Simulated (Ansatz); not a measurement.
## A scaling study of G0W0 on InGa3N4 (P3m1)

Wanted: scaling of time and memory of G0W0 for InGa3N4 (P3m1), at one physical accuracy.

Main program and level: Ansatz 0.2.0; G0W0 on LDA, plane waves, PAW.

## (1) The structure

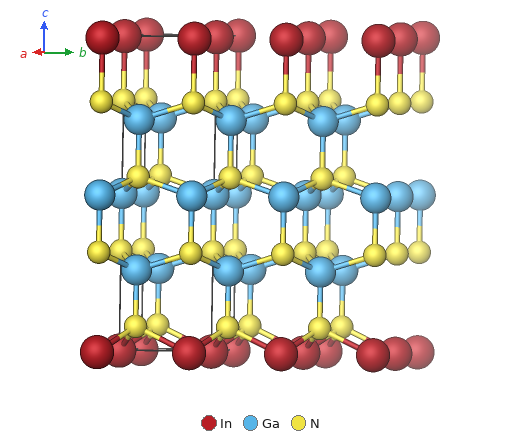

The starting structure, seen slightly off an axis (indium red, gallium blue, nitrogen yellow). 2×3×1 cells are drawn. Bonds to atoms that aren't drawn are left out. Some periodic images of atoms are drawn too.

Coordinates:

```
In Ga N
1.0
     3.30561    0.00000    0.00000
    -1.65280    2.86274    0.00000
     0.00000    0.00000   10.82516
In Ga N
1 3 4
Cartesian
  0.0000 0.0000 10.8093
  1.6528 0.9542 2.8090
  1.6528 0.9542 7.9891
  0.0000 0.0000 5.3934
  1.6528 0.9542 0.8656
  1.6528 0.9542 6.0184
  0.0000 0.0000 3.4255
  0.0000 0.0000 8.6079
```

The cell and positions are those that the Materials Project relaxed with its own functionals (PBE, PBE+U or r2SCAN), kept fixed. The default PAW set here is soft_2. Its files were made with PBE.

## (2) 8 atoms (1×1×1 cells), 6×6×2 mesh

G0W0 replaces the xc potential by the self-energy, built once from these orbitals. Only a window of levels is corrected, while the sums run over the empty bands that the input names.

input.yaml

```yaml
crystal:
  lattice:
    - [3.3056061984, 0.0, 0.0]
    - [-1.6528030992, 2.8627389427, 0.0]
    - [0.0, 0.0, 10.825164]
  atoms:
    - { symbol: In, position: [0.0, 0.0, 0.998534] }
    - { symbol: Ga, position: [0.66666667, 0.33333333, 0.259491] }
    - { symbol: Ga, position: [0.66666667, 0.33333333, 0.738009] }
    - { symbol: Ga, position: [0.0, 0.0, 0.498224] }
    - { symbol: "N", position: [0.66666667, 0.33333333, 0.079963] }
    - { symbol: "N", position: [0.66666667, 0.33333333, 0.555965] }
    - { symbol: "N", position: [0.0, 0.0, 0.316436] }
    - { symbol: "N", position: [0.0, 0.0, 0.795179] }
kpoints:
  mp_grid: { grid: [6, 6, 2] }
hamiltonian:
  xc: lda
scf:
  occupations: { method: fixed }
gw:
  n_empty_bands: 108
  ecut_chi: 60.0
  qp_bands: [v1, c1]
  qp_kpoints: band_edges
  screening: { model: contour_deformation }
```

The run is started by

```bash
ansatz run input.yaml --threads 16 --pin off --max-ram 36864MiB --backend cpu --events-out ev --progress --plain --runs-dir out
```

Numbers of over 12 decimals in the logs are rounded to 6 here.

The log of the run:

```text
Engine: ansatz 0.2.0, aarch64-unknown-linux-gnu
Pseudopotentials: kind: paw
Pseudopotential: In, paw, valence charge 13, recommended cutoff 420 eV (normal), In.paw.azcp
Pseudopotential: Ga, paw, valence charge 13, recommended cutoff 420 eV (normal), Ga.paw.azcp
Pseudopotential: N, paw, valence charge 5, recommended cutoff 420 eV (normal), N.paw.azcp
Functional definition: SPW92
  exchange = slater_x
  correlation = pw_c
Crystal: 8 atoms, lattice volume = 102.439 Å³
Basis set: ecut = 420 eV, 2041 PW (Γ)
Bands: 44, of which v1, the nominal top of the filled ones, is band 36 counted from 1 (35 counted from 0)
Symmetry: 6 space group operations
Space group: P3m1 (ITA 156), of the structure as read, at distance tolerance 4.7e-5 Å
k-points: 14 of 72 (time reversal used)
Non-local potential: In, projectors of the file, l = 0: 2, l = 1: 2, l = 2: 2, l = 3: 2
Non-local potential: Ga, projectors of the file, l = 0: 2, l = 1: 2, l = 2: 3, l = 3: 1
Non-local potential: N, projectors of the file, l = 0: 2, l = 1: 2, l = 2: 1
PAW form: soft (Blöchl's): semilocal exchange-correlation on the pseudo side does not see the compensation charge
PAW frozen core: In, regenerated for the run's functional, and the local potential with it (the file was generated under x = pbe(κ = 0.804, μ = 0.219515), c = pbe(β = 0.066725))
PAW frozen core: Ga, regenerated for the run's functional, and the local potential with it (the file was generated under x = pbe(κ = 0.804, μ = 0.219515), c = pbe(β = 0.066725))
PAW frozen core: N, regenerated for the run's functional, and the local potential with it (the file was generated under x = pbe(κ = 0.804, μ = 0.219515), c = pbe(β = 0.066725))
PAW one-centre angular grid: In, 590 points (default); XC on 64 Gauss nodes
PAW one-centre angular grid: Ga, 590 points (default); XC on 64 Gauss nodes
PAW one-centre angular grid: N, 110 points (default); XC on 64 Gauss nodes
Initial density: superposition of atomic densities (neutral atoms: chi_scale 0, normalization atom), corrected by the library's trained network
Initial wavefunctions: pseudopotential atomic-orbital guess
Functional: x = slater, c = lda
SCF iter   1: F=—  HF=-18076.687671 eV  |F-HF|=—  |Δ(HF+E_count)|=         —  Δρ=1.44e-2  dr2=2.13e-1  ethr=1.77e-3  ⟨swp⟩=5.0  Hψ=1927  notcnv=0  defer=79
preconditioner: auto → Resta (q_TF=auto, 2.573 Å⁻¹)  ε∞=4.9  [insulator: Δε(μ)=0.466 eV  Ē_g=15.714 eV  n_scr=38 (ndim 8)  ℏωp=31.1 eV  f_vac=0.011  ε∞_Penn≈4.9]
SCF iter   2: F=—  HF=-18076.629562 eV  |F-HF|=—  |Δ(HF+E_count)|=   5.81e-2  Δρ=3.90e-3  dr2=8.38e-3  ethr=2.96e-4  ⟨swp⟩=2.1  Hψ=885  notcnv=0  defer=84
SCF iter   3: F=—  HF=-18076.627016 eV  |F-HF|=—  |Δ(HF+E_count)|=   2.55e-3  Δρ=1.69e-3  dr2=1.83e-3  ethr=1.16e-5  ⟨swp⟩=2.1  Hψ=869  notcnv=0  defer=84
SCF iter   4: F=—  HF=-18076.626446 eV  |F-HF|=—  |Δ(HF+E_count)|=   5.71e-4  Δρ=4.79e-4  dr2=2.19e-4  ethr=2.54e-6  ⟨swp⟩=2.1  Hψ=781  notcnv=0  defer=84
SCF iter   5: F=—  HF=-18076.626397 eV  |F-HF|=—  |Δ(HF+E_count)|=   4.84e-5  Δρ=1.49e-4  dr2=2.25e-5  ethr=3.04e-7  ⟨swp⟩=2.0  Hψ=1038  notcnv=0  defer=55
SCF iter   6: F=—  HF=-18076.626394 eV  |F-HF|=—  |Δ(HF+E_count)|=   3.04e-6  Δρ=5.04e-5  dr2=2.79e-6  ethr=3.13e-8  ⟨swp⟩=2.0  Hψ=1029  notcnv=0  defer=46
SCF iter   7: F=—  HF=-18076.626394 eV  |F-HF|=—  |Δ(HF+E_count)|=   2.29e-7  Δρ=2.38e-5  dr2=4.96e-7  ethr=3.88e-9  ⟨swp⟩=2.0  Hψ=1048  notcnv=0  defer=46
SCF iter   8: F=-18076.626394 eV  HF=-18076.626394 eV  |F-HF|=2.40e-9  |Δ(HF+E_count)|=   2.18e-7  Δρ=5.38e-6  dr2=2.73e-8  ethr=1.39e-10  ⟨swp⟩=9.9  Hψ=2444  notcnv=0
SCF 1 converged in 8 iterations: F = -18076.626394 eV  dr2 = 2.73e-8
[...]
NSCF: frozen V_eff on 14 k-points
G₀W₀ screening: q 1/14
[... further progress lines ...]
SCF converged after 8 iterations
Free energy (F): -18076.626394 eV
Harris-Foulkes:  -18076.626394 eV  (|F-HF|=2.40e-9)
Internal energy: -18076.626394 eV  (E = F + TS)
E sigma→0 (E₀):  -18076.626394 eV
Fermi energy:    9.121283 eV
--- Per-component energies (eV) ---
  E_band       = -74.682144
  E_kinetic    = 1107.782069
  E_local      = -7344.458680  (includes V_loc(G=0)·N_el)
  E_nonlocal   = 1851.546404
  E_hartree    = 3268.869644
  E_xc         = -652.337106
  E_vxc        = -574.528007  (∫ρ·V_xc dr)
  E_paw        = -10242.268457  (= ΣΔE_a)
  E_vpaw       = -1652.770683  (= ΣTr[D̂ρ^β])
  E_aug_tail   = 0.000086  (compensation charges beyond the density's cutoff)
  E_ewald      = -6071.550506
  E_core_change = 5.790152  (= ΣΔE_core)
  E_smearing   = -0.000000  (= −TS)
  E_closure    = 0.000000  (closes the sum)
  Σ components = -18076.626394   (vs F -18076.626394, Δ=0.00e0)
--- Band table (eV; the first three rows and the last of 14) ---
  k-point 0: bands = [... 32 lower, 8.4344, 8.7112, 9.1213, 9.1213, 9.7047, 12.0414, 12.2609, 12.4305, ... 4 higher]
  k-point 1: bands = [... 32 lower, 8.5184, 8.5184, 9.1020, 9.1020, 10.7609, 11.3183, 12.2016, 12.6153, ... 4 higher]
  k-point 2: bands = [... 32 lower, 7.7813, 8.1294, 8.5400, 8.8756, 11.1810, 12.9290, 13.2450, 13.4995, ... 4 higher]
  k-point 13: bands = [... 32 lower, 6.5560, 6.8342, 6.8620, 6.9368, 13.8964, 14.5592, 14.6642, 14.8331, ... 4 higher]
--- G₀W₀: contour deformation, 7 samples at zero and on the imaginary axis and 2 off it, 72 q-points, 108 empty bands' worth ---
  eigenvalues of the whole cell's RPA ε∞ on this k-mesh (on a slab, of 1 + 4πα/V) = 10.1706, 14.4879, 14.4879; static W/v taken at q = 0 is 0.075194
  gw.qp_kpoints: band_edges: 9 of 14 stored k-points solved, in 1 pass; an edge of the gap read off the rows below is read off those points alone
    valence top: of the k-points left out ik 8 came nearest to being solved in a further pass, in band 36 (counted from 1, as in the quasiparticle table): it holds the edge there only if its correction is more favourable than any solved in that band by at least 0.981 eV; those differ by 0.154 eV
    conduction bottom: of the k-points left out ik 9 came nearest to being solved in a further pass, in band 37 (counted from 1, as in the quasiparticle table): it holds the edge there only if its correction is more favourable than any solved in that band by at least 2.035 eV; those differ by 0.614 eV
  `?` marks the rows in doubt; gw_qp.tsv's column doubts and the gw_qp event give each row's grounds
    ik  band        ε_KS         Σx   Σc(E_QP)       V_xc       Z   E_QP_lin       E_QP  E_QP is
     0    36      9.1213   -22.8784     3.4341   -19.7178  0.7138     9.3897     9.3947  root
     0    37      9.7047   -11.8853    -2.8974   -15.8202  0.7503    10.5322    10.7422  root ?
     1    36      9.1020   -22.8368     3.4568   -19.6528  0.7134     9.3698     9.3748  root
     1    37     10.7609   -13.1211    -2.5449   -16.8105  0.7367    11.6926    11.9054  root ?
     2    36      8.8756   -22.7530     3.4877   -19.4996  0.7130     9.1060     9.1099  root
     2    37     11.1810   -12.5000    -2.8712   -16.5693  0.7368    12.1660    12.3790  root ?
     3    36      8.8371   -22.6733     3.5156   -19.3885  0.7124     9.0641     9.0679  root
     3    37     11.4175   -12.0716    -3.0631   -16.3606  0.7350    12.4357    12.6434  root ?
     4    36      8.3794   -22.3798     3.5892   -18.9590  0.7108     8.5458     8.5479  root
     4    37     12.2505   -10.5207    -3.6919   -15.4427  0.7393    13.2788    13.4805  root ?
     5    36      8.3015   -22.2417     3.6237   -18.7779  0.7094     8.4594     8.4614  root
     5    37     12.0073   -10.0998    -3.6910   -14.9809  0.7452    12.9880    13.1973  root ?
     6    36      8.1343   -22.1534     3.6311   -18.6650  0.7096     8.2753     8.2769  root
     6    37     12.4203    -9.1365    -3.8728   -14.1322  0.7532    13.3285    13.5432  root ?
     7    36      8.0363   -21.9856     3.6695   -18.4472  0.7080     8.1660     8.1674  root
     7    37     12.3433    -9.3393    -3.8572   -14.3286  0.7533    13.2604    13.4754  root ?
    12    36      7.5687   -21.5354     3.6268   -18.0278  0.7088     7.6867     7.6878  root
    12    37     13.5527    -7.7302    -4.1813   -12.5280  0.7555    14.2431    14.1692  root ?
```

Wall time 19 s (16 threads of Arm Neoverse V2, shared host); peak memory 1.7 GiB; 3.7 min of CPU time.

The column dr2 measures how far the density is from self-consistency, as an energy; F and HF (Harris–Foulkes) agree once it is small.

This step gave:

- bands summed: 144
- RPA ε∞ on this mesh (eigenvalues): 10.17, 14.49, 14.49
- plane waves in the screening matrix: 97
- q-points in the mesh: 72
- G0W0 gap on the mesh: 1.347 eV
- k of the valence top: 0, 0, 0
- k of the conduction bottom: 0, 0, 0
- starting gap on the mesh: 0.5834 eV
- Z at the valence top: 0.7138
- Z at the conduction bottom: 0.7503
- least direct G0W0 gap on the computed points: 1.347 eV

The gap on the mesh goes from 0.58 eV to 1.35 eV, a correction of +0.76 eV. The program marks an edge row as in doubt. Between the two edge states, bare exchange in place of the xc potential would open the gap by 7.10 eV, and correlation takes back 6.33 eV.

## (3) No symmetry, 6×6×2 mesh

input.yaml: that of step 2 with these lines changed.

```diff
@@ -14,2 +14,3 @@
     - { symbol: "N", position: [0.0, 0.0, 0.795179] }
+  symmetry: { detect: false }
 kpoints:
```

The log of the run:

```text
[...]
Crystal: 8 atoms, lattice volume = 102.439 Å³
Basis set: ecut = 420 eV, 2041 PW (Γ)
Bands: 44, of which v1, the nominal top of the filled ones, is band 36 counted from 1 (35 counted from 0)
Symmetry: 1 space group operations
k-points: 40 of 72 (time reversal used)
[...]
29    37     12.0073   -10.0998    -3.6910   -14.9809  0.7452    12.9880    13.1973  root ?
    38    36      8.1343   -22.1534     3.6311   -18.6650  0.7096     8.2753     8.2769  root
    38    37     12.4203    -9.1365    -3.8728   -14.1322  0.7532    13.3285    13.5432  root ?
    39    36      8.0363   -21.9856     3.6695   -18.4472  0.7080     8.1660     8.1674  root
    39    37     12.3433    -9.3393    -3.8572   -14.3286  0.7533    13.2604    13.4754  root ?
[key lines of the parts left out:]
SCF converged after 8 iterations
Free energy (F): -18076.626394 eV
Fermi energy:    9.121283 eV
```

Wall time 85 s (16 threads); peak memory 2 GiB; 17 min of CPU time.

This step gave:

```
bands summed                                 : 144
RPA ε∞ on this mesh (eigenvalues)            : 10.17, 14.49, 14.49
plane waves in the screening matrix          : 97
G0W0 gap on the mesh                         : 1.347 eV
k of the valence top                         : 0, 0, 0
k of the conduction bottom                   : 0, 0, 0
starting gap on the mesh                     : 0.5834 eV
least direct G0W0 gap on the computed points : 1.347 eV
```

Against the run with 6×6×2 mesh, 108 empty bands, screening to 60 eV, the gap moves by +0.000 eV.

## (4) 1 thread, 6×6×2 mesh

input.yaml: that of step 3 with these lines changed.

```diff
@@ -14,3 +14,2 @@
     - { symbol: "N", position: [0.0, 0.0, 0.795179] }
-  symmetry: { detect: false }
 kpoints:
```

The run is started by

```bash
ansatz run input.yaml --threads 1 --pin off --max-ram 36864MiB --backend cpu --events-out ev --progress --plain --runs-dir out
```

The log of the run:

```text
[...]
Crystal: 8 atoms, lattice volume = 102.439 Å³
Basis set: ecut = 420 eV, 2041 PW (Γ)
Bands: 44, of which v1, the nominal top of the filled ones, is band 36 counted from 1 (35 counted from 0)
Symmetry: 6 space group operations
[...]
k-points: 14 of 72 (time reversal used)
[...]
6    37     12.4203    -9.1365    -3.8728   -14.1322  0.7532    13.3285    13.5432  root ?
     7    36      8.0363   -21.9856     3.6695   -18.4472  0.7080     8.1660     8.1674  root
     7    37     12.3433    -9.3393    -3.8572   -14.3286  0.7533    13.2604    13.4754  root ?
    12    36      7.5687   -21.5354     3.6268   -18.0278  0.7088     7.6867     7.6878  root
    12    37     13.5527    -7.7302    -4.1813   -12.5280  0.7555    14.2431    14.1692  root ?
[key lines of the parts left out:]
SCF converged after 8 iterations
Free energy (F): -18076.626394 eV
Fermi energy:    9.121283 eV
```

Run time: 3.1 min. Hardware: 1 thread; peak memory 0.45 GiB.

(Unchanged from step 3.)

Against the run with 6×6×2 mesh, 108 empty bands, screening to 60 eV, the gap moves by +0.000 eV.

## (5) 2 threads, 6×6×2 mesh

input.yaml is that of step 4.

The run is started by

```bash
ansatz run input.yaml --threads 2 --pin off --max-ram 36864MiB --backend cpu --events-out ev --progress --plain --runs-dir out
```

The log of the run:

```text
[...]
Crystal: 8 atoms, lattice volume = 102.439 Å³
Basis set: ecut = 420 eV, 2041 PW (Γ)
Bands: 44, of which v1, the nominal top of the filled ones, is band 36 counted from 1 (35 counted from 0)
Symmetry: 6 space group operations
[...]
k-points: 14 of 72 (time reversal used)
[...]
6    37     12.4203    -9.1365    -3.8728   -14.1322  0.7532    13.3285    13.5432  root ?
     7    36      8.0363   -21.9856     3.6695   -18.4472  0.7080     8.1660     8.1674  root
     7    37     12.3433    -9.3393    -3.8572   -14.3286  0.7533    13.2604    13.4754  root ?
    12    36      7.5687   -21.5354     3.6268   -18.0278  0.7088     7.6867     7.6878  root
    12    37     13.5527    -7.7302    -4.1813   -12.5280  0.7555    14.2431    14.1692  root ?
[key lines of the parts left out:]
SCF converged after 8 iterations
Free energy (F): -18076.626394 eV
Fermi energy:    9.121283 eV
```

Elapsed: 1.7 min, on 2 threads; peak memory 0.53 GiB.

(Unchanged from step 3.)

Against the run with 6×6×2 mesh, 108 empty bands, screening to 60 eV, the gap moves by +0.000 eV.

## (6) 4 threads, 6×6×2 mesh

input.yaml is that of step 5.

The run is started by

```bash
ansatz run input.yaml --threads 4 --pin off --max-ram 36864MiB --backend cpu --events-out ev --progress --plain --runs-dir out
```

The log of the run:

```text
[...]
Crystal: 8 atoms, lattice volume = 102.439 Å³
Basis set: ecut = 420 eV, 2041 PW (Γ)
Bands: 44, of which v1, the nominal top of the filled ones, is band 36 counted from 1 (35 counted from 0)
Symmetry: 6 space group operations
[...]
k-points: 14 of 72 (time reversal used)
[...]
6    37     12.4203    -9.1365    -3.8728   -14.1322  0.7532    13.3285    13.5432  root ?
     7    36      8.0363   -21.9856     3.6695   -18.4472  0.7080     8.1660     8.1674  root
     7    37     12.3433    -9.3393    -3.8572   -14.3286  0.7533    13.2604    13.4754  root ?
    12    36      7.5687   -21.5354     3.6268   -18.0278  0.7088     7.6867     7.6878  root
    12    37     13.5527    -7.7302    -4.1813   -12.5280  0.7555    14.2431    14.1692  root ?
[key lines of the parts left out:]
SCF converged after 8 iterations
Free energy (F): -18076.626394 eV
Fermi energy:    9.121283 eV
```

It took 55 s on 4 threads; peak memory 0.72 GiB; 3.4 min of CPU time.

(Unchanged from step 3.)

Against the run with 6×6×2 mesh, 108 empty bands, screening to 60 eV, the gap moves by +0.000 eV.

## (7) 8 threads, 6×6×2 mesh

input.yaml is that of step 6.

The run is started by

```bash
ansatz run input.yaml --threads 8 --pin off --max-ram 36864MiB --backend cpu --events-out ev --progress --plain --runs-dir out
```

The log of the run:

```text
[...]
Crystal: 8 atoms, lattice volume = 102.439 Å³
Basis set: ecut = 420 eV, 2041 PW (Γ)
Bands: 44, of which v1, the nominal top of the filled ones, is band 36 counted from 1 (35 counted from 0)
Symmetry: 6 space group operations
[...]
k-points: 14 of 72 (time reversal used)
[...]
6    37     12.4203    -9.1365    -3.8728   -14.1322  0.7532    13.3285    13.5432  root ?
     7    36      8.0363   -21.9856     3.6695   -18.4472  0.7080     8.1660     8.1674  root
     7    37     12.3433    -9.3393    -3.8572   -14.3286  0.7533    13.2604    13.4754  root ?
    12    36      7.5687   -21.5354     3.6268   -18.0278  0.7088     7.6867     7.6878  root
    12    37     13.5527    -7.7302    -4.1813   -12.5280  0.7555    14.2431    14.1692  root ?
[key lines of the parts left out:]
SCF converged after 8 iterations
Free energy (F): -18076.626394 eV
Fermi energy:    9.121283 eV
```

It took 35 s on 8 threads; peak memory 1.1 GiB; 3.6 min of CPU time.

(Unchanged from step 3.)

Against the run with 6×6×2 mesh, 108 empty bands, screening to 60 eV, the gap moves by +0.000 eV.

## (8) 16 atoms (1×2×1 cells), 6×3×2 mesh

input.yaml

```yaml
crystal:
  lattice:
    - [3.3056061984, 0.0, 0.0]
    - [-3.3056061984, 5.7254778854, 0.0]
    - [0.0, 0.0, 10.825164]
  atoms:
    - { symbol: In, position: [0.0, 0.0, 0.998534] }
    - { symbol: Ga, position: [0.66666667, 0.166666665, 0.259491] }
    - { symbol: Ga, position: [0.66666667, 0.166666665, 0.738009] }
    - { symbol: Ga, position: [0.0, 0.0, 0.498224] }
    - { symbol: "N", position: [0.66666667, 0.166666665, 0.079963] }
    - { symbol: "N", position: [0.66666667, 0.166666665, 0.555965] }
    - { symbol: "N", position: [0.0, 0.0, 0.316436] }
    - { symbol: "N", position: [0.0, 0.0, 0.795179] }
    - { symbol: In, position: [0.0, 0.5, 0.998534] }
    - { symbol: Ga, position: [0.66666667, 0.666666665, 0.259491] }
    - { symbol: Ga, position: [0.66666667, 0.666666665, 0.738009] }
    - { symbol: Ga, position: [0.0, 0.5, 0.498224] }
    - { symbol: "N", position: [0.66666667, 0.666666665, 0.079963] }
    - { symbol: "N", position: [0.66666667, 0.666666665, 0.555965] }
    - { symbol: "N", position: [0.0, 0.5, 0.316436] }
    - { symbol: "N", position: [0.0, 0.5, 0.795179] }
kpoints:
  mp_grid: { grid: [6, 3, 2] }
hamiltonian:
  xc: lda
scf:
  occupations: { method: fixed }
gw:
  n_empty_bands: 216
  ecut_chi: 60.0
  qp_bands: [v1, c1]
  qp_kpoints: band_edges
  screening: { model: contour_deformation }
```

The run is started by

```bash
ansatz run input.yaml --threads 16 --pin off --max-ram 36864MiB --backend cpu --events-out ev --progress --plain --runs-dir out
```

The log of the run:

```text
[...]
Crystal: 16 atoms, lattice volume = 204.879 Å³
Basis set: ecut = 420 eV, 4029 PW (Γ)
Bands: 88, of which v1, the nominal top of the filled ones, is band 72 counted from 1 (71 counted from 0)
Symmetry: 4 space group operations
[...]
k-points: 16 of 36 (time reversal used)
[...]
5    73     11.4175   -12.0716    -3.0633   -16.3606  0.7349    12.4355    12.6432  root ?
     8    72      8.3794   -22.3798     3.5891   -18.9590  0.7108     8.5456     8.5478  root
     8    73     12.2505   -10.5207    -3.6922   -15.4427  0.7393    13.2787    13.4802  root ?
     9    72      8.3015   -22.2417     3.6236   -18.7779  0.7094     8.4592     8.4613  root
     9    73     12.0073   -10.0998    -3.6912   -14.9809  0.7452    12.9879    13.1971  root ?
[key lines of the parts left out:]
SCF converged after 8 iterations
Free energy (F): -36153.252788 eV
Fermi energy:    9.121282 eV
```

It took 2.1 min on 16 threads; peak memory 6.2 GiB.

Numbers from this step:

| Property | Result |
| --- | --- |
| bands summed | 288 |
| RPA ε∞ on this mesh (eigenvalues) | 10.17, 14.49, 14.49 |
| plane waves in the screening matrix | 203 |
| G0W0 gap on the mesh | 1.347 eV |
| k of the valence top | 0, 0, 0 |
| k of the conduction bottom | 0, 0, 0 |
| starting gap on the mesh | 0.5834 eV |
| least direct G0W0 gap on the computed points | 1.347 eV |

The gap on the mesh goes from 0.58 eV to 1.35 eV, a correction of +0.76 eV. The program marks an edge row as in doubt. Between the two edge states, bare exchange in place of the xc potential would open the gap by 7.10 eV, and correlation takes back 6.33 eV.

(Part 1 of 2 ends here.)

[Paths, hosts, dates, memory and timing lines, banners, echoed tables and standing remarks are left out of the program output.]

[Logs are printed without paths, hosts, clocks, repeated set-up lines and the standing remarks that a program may print on its own settings, such as how far it seeks lower states.]

[Runs of the session that timed out or met a known fault of the program may be left out.]

[Cells called generated may have been cut or substituted from an entry of the Crystallography Open Database or the Materials Project.]

[Hosts, paths, dates, database ids (printed as entryN), source tags and the programs' standing remarks are cut or masked in the printed files.]
